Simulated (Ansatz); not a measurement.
C₂H₇AlO₂ (SMILES C[CH](O)[AlH][OH])

The calculation's input:

```
crystal:
  periodic: [false, false, false]
  atoms:
    - { symbol: C, position_ang: [-0.6133, 0.3887, 1.2591] }
    - { symbol: C, position_ang: [0.4564, -0.3265, 0.5456] }
    - { symbol: O, position_ang: [1.6155, 0.4152, 0.6287] }
    - { symbol: Al, position_ang: [0.0754, -0.6143, -1.3901] }
    - { symbol: O, position_ang: [-0.2954, 0.8032, -2.506] }
    - { symbol: H, position_ang: [-0.4016, 0.5986, 2.3154] }
    - { symbol: H, position_ang: [-0.7871, 1.4308, 0.7802] }
    - { symbol: H, position_ang: [-1.5704, -0.1275, 1.188] }
    - { symbol: H, position_ang: [0.5846, -1.299, 1.08] }
    - { symbol: H, position_ang: [2.3913, -0.2108, 0.4534] }
    - { symbol: H, position_ang: [-0.1303, -2.111, -1.9354] }
    - { symbol: H, position_ang: [-1.2482, 0.9975, -2.385] }
basis:
  gaussian:
    orbitals: def2-SVPD
hamiltonian:
  xc: hf
output:
  orbitals: {}
```

Command:

```sh
python energy.py
```

Method: Ansatz 0.2.0, SCF hf, Gaussian basis.

Question: What will maps of the electron density and electron localisation function show?

Answer: Al–O (1.84 Å): the density is about 0.67 e/Å³ at the midpoint; the ELF peaks at about 0.90 in the valence shell of O, 0.7 Å from its nucleus, and is about 0.55 at the midpoint.
C–Al (1.99 Å): ρ is about 0.77 e/Å³ halfway; the ELF peaks at about 1 between the atoms; a shared but strongly polarised pair.
C–H (1.12 Å): the density is about 1.9 e/Å³ at the midpoint; the ELF climbs to about 1 towards the hydrogen, as it does in any bond to H; a covalent bond by its length.

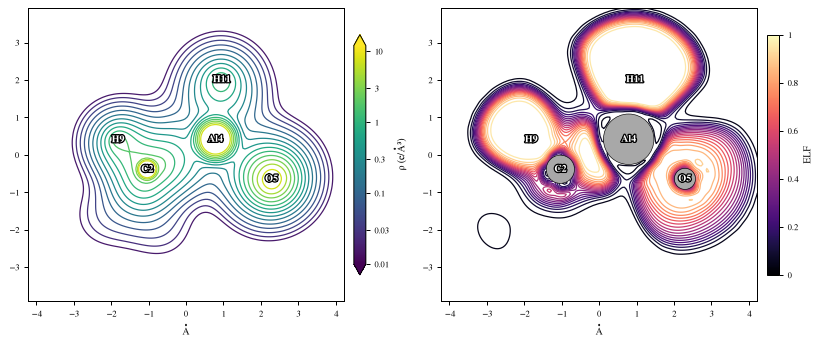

Computed electron density and electron localisation function on the plane of atoms Al4, C2 and H9, in this order. Grey discs cover the atomic cores in the ELF map. 
